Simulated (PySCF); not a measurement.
Consider C5H11AlO.

Input

```
{"job": {"kind": "nmr", "xc": "PBE0", "basis": "pcSseg-1"}, "charge": 0, "multiplicity": 1}
C      0.221324     2.114639     0.333685
C     -0.618196     1.098912     0.344758
C     -0.372500    -0.246968    -0.301083
C     -1.374055    -0.432533    -1.449940
C     -0.561288    -1.350739     0.748688
O      0.923078    -0.331002    -0.816308
Al     2.457478    -0.284716    -1.384744
H     -0.013030     3.052243     0.807882
H      1.182041     2.044912    -0.157417
H     -1.579814     1.173079     0.833239
H     -1.211437    -1.399981    -1.919936
H     -1.220649     0.347715    -2.192474
H     -2.394688    -0.378647    -1.081352
H      0.156060    -1.212535     1.555152
H     -0.385974    -2.321193     0.290315
H     -1.567952    -1.323660     1.157261
H      3.102638     1.048255    -1.794517
H      3.248206    -1.591464    -1.514383
```

Launched as:

```sh
OMP_NUM_THREADS=1 python probes_run.py task.json out
```

Geometry: GFN2-xTB.

These are results of PBE0/pcSseg-1, SCF density, gas phase, non-relativistic (PySCF 2.14.0), not measurements.

Predict the electron density and electron localisation function between the atoms.

Answer. C–C (1.32 Å): ρ at the midpoint is about 2.3 e/Å³; the ELF peaks at about 0.90 between the atoms (a short, multiple covalent bond).
C–O (1.40 Å): ρ at the midpoint is about 2.1 e/Å³, with its minimum of 1.7 e/Å³ about 0.5 Å from C; the ELF peaks at about 0.90 between the atoms; a shared but strongly polarised pair.
Al–O (1.64 Å): the density is about 0.88 e/Å³ at the midpoint; the ELF peaks at about 0.80 in the valence shell of O, 0.6 Å from its nucleus, and is about 0.30 at the midpoint.
C–H (1.08 Å): ρ is about 2 e/Å³ halfway; the ELF climbs to about 1 towards the hydrogen, as it does in any bond to H; an ordinary covalent bond to hydrogen.

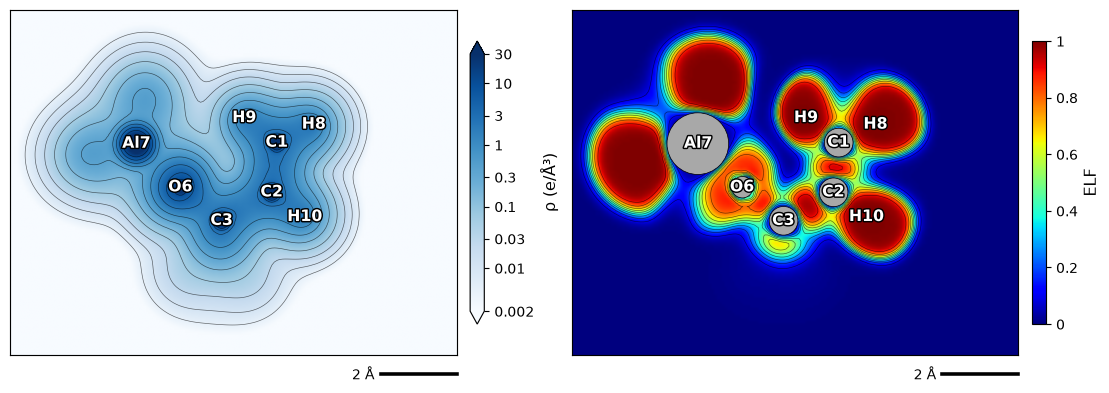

Computed electron density and electron localisation function on the plane of atoms C2, C3 and O6, in this order. Grey discs cover the atomic cores in the ELF map. 
